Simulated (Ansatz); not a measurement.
## Single-point calculation of C$_{2}$H$_{4}$HfO$_{3}$

System: C$_{2}$H$_{4}$HfO$_{3}$, multiplicity 7, SMILES C#[C][Hf]([OH])([OH])[OH].
Method: UKS B3LYP5/def2-mTZVP (Ansatz 0.2.0).

Some settings of this run were made unusual or wrong on purpose. The geometry comes from this level: PBE0-D4/def2-TZVP.

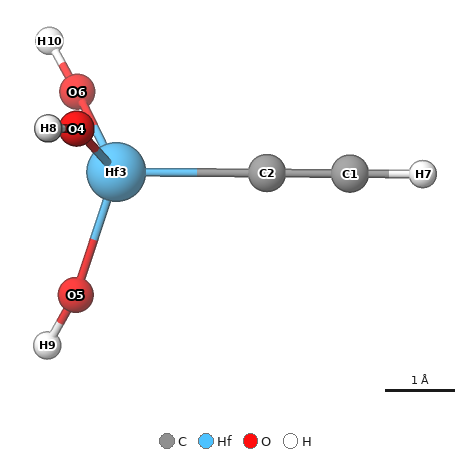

*The input geometry (ball-and-stick view, seen at a tilt; atoms are numbered from 1 in the order of the input). Sticks mark near contacts.*

Input
```yaml
crystal:
  periodic: [false, false, false]
  atoms:
    - {symbol: C, position_ang: [0.805406, -1.200576, -2.493675]}
    - {symbol: C, position_ang: [0.465979, -0.694739, -1.443079]}
    - {symbol: Hf, position_ang: [-0.150662, 0.224589, 0.466366]}
    - {symbol: O, position_ang: [-0.485115, -1.196139, 1.713858]}
    - {symbol: O, position_ang: [-1.741268, 1.246717, 0.132084]}
    - {symbol: O, position_ang: [1.287680, 1.349048, 1.060779]}
    - {symbol: H, position_ang: [1.103556, -1.644910, -3.416527]}
    - {symbol: H, position_ang: [-0.958018, -1.764374, 2.312757]}
    - {symbol: H, position_ang: [-2.320205, 1.998405, 0.061330]}
    - {symbol: H, position_ang: [1.992648, 1.681971, 1.606118]}
basis:
  gaussian: {orbitals: def2-mTZVP}
magnetization: {spin_polarized: true, initial_magnetization: 6}
hamiltonian: {xc: {name: B3LYP5}}
scf: {lower_state_search: full}
```

Run on 4 threads of Arm Neoverse V2, 23 GiB of memory available, shared host.

Launched with:
```bash
ansatz run in.yaml --threads 4 --pin off --events-out ev --progress --plain --max-ram 11315MiB
```

Log
```
Functional definition: B3LYP5
  name "B3LYP5"
  cite "Stephens, Devlin, Chabalowski & Frisch, J. Phys. Chem. 98, 11623 (1994) doi:10.1021/j100096a001"
  cite "Becke, Phys. Rev. A 38, 3098 (1988) doi:10.1103/PhysRevA.38.3098"
  cite "Lee, Yang & Parr, Phys. Rev. B 37, 785 (1988) doi:10.1103/PhysRevB.37.785"
  cite "Vosko, Wilk & Nusair, Can. J. Phys. 58, 1200 (1980) doi:10.1139/p80-159"
  parameter a0 = 0.2
  parameter ax = 0.72
  parameter ac = 0.81
  exchange = (1 - a0 - ax)*slater_x + ax*b88_x + a0*exact_x
  correlation = (1 - ac)*vwn5_c + ac*lyp_c
1357 factors; their error is unknown
mean field evaluation 1: about -9557.8819 eV, gradient 6.3e1 eV
mean field evaluation 2: about -9528.8780 eV, gradient 1.1e2 eV
mean field evaluation 4: about -9571.8885 eV, gradient 4.5e0 eV
mean field evaluation 8: about -9571.9983 eV, gradient 2.4e-1 eV
mean field evaluation 16: about -9572.0116 eV, gradient 3.1e-3 eV
mean field evaluation 32: about -9572.0116 eV, gradient 6.5e-5 eV
mean field evaluation 64: about -9571.9235 eV, gradient 7.1e-1 eV
mean field evaluation 96: about -9562.6007 eV, gradient 1.5e1 eV
mean field evaluation 128: about -9388.0259 eV, gradient 7.5e2 eV
mean field evaluation 160: about -9365.9851 eV, gradient 7.5e2 eV
mean field evaluation 192: about -9393.2142 eV, gradient 7.5e2 eV
mean field evaluation 224: about -9346.1668 eV, gradient 7.5e2 eV
mean field evaluation 256: about -9384.8490 eV, gradient 7.5e2 eV
mean field evaluation 288: about -9382.4131 eV, gradient 7.5e2 eV
mean field evaluation 320: about -9393.0933 eV, gradient 8.4e2 eV
mean field evaluation 352: about -9394.5699 eV, gradient 8.4e2 eV
mean field evaluation 384: about -9388.9047 eV, gradient 7.5e2 eV
mean field evaluation 416: about -9318.3029 eV, gradient 1.8e2 eV
mean field evaluation 448: about -9495.9252 eV, gradient 8.2e1 eV
mean field evaluation 480: about -9571.9911 eV, gradient 5.7e-1 eV
mean field evaluation 512: about -8635.1180 eV, gradient 2.8e2 eV
mean field evaluation 544: about -9402.0046 eV, gradient 7.5e2 eV
mean field evaluation 576: about -9571.6675 eV, gradient 1.9e0 eV
mean field -9572.01163033 eV, -351.7649392720 hartree, gradient 4.0e-6 eV, S^2 12.026716; 18 other end points of the search recorded, 0 dependent functions left out
reference -9572.01194949 eV, -351.7649510010 hartree; 29, 23 occupied and 129, 135 virtual orbitals, 1357 factors
Total energy: -9572.01194949 eV, -351.7649510010 hartree
```

Outcome

```tsv
quantity	value
outcome	converged
total energy	−9572.0119 eV
⟨S²⟩	12.027
SCF solution under orbital rotations	stable
wall time	74 s (CPU time 4 min)
peak memory	0.65 GiB
```

Diagnosis

A setting was made wrong on purpose: spin. The program still converged, but the numbers can't be taken as results for the intended system.
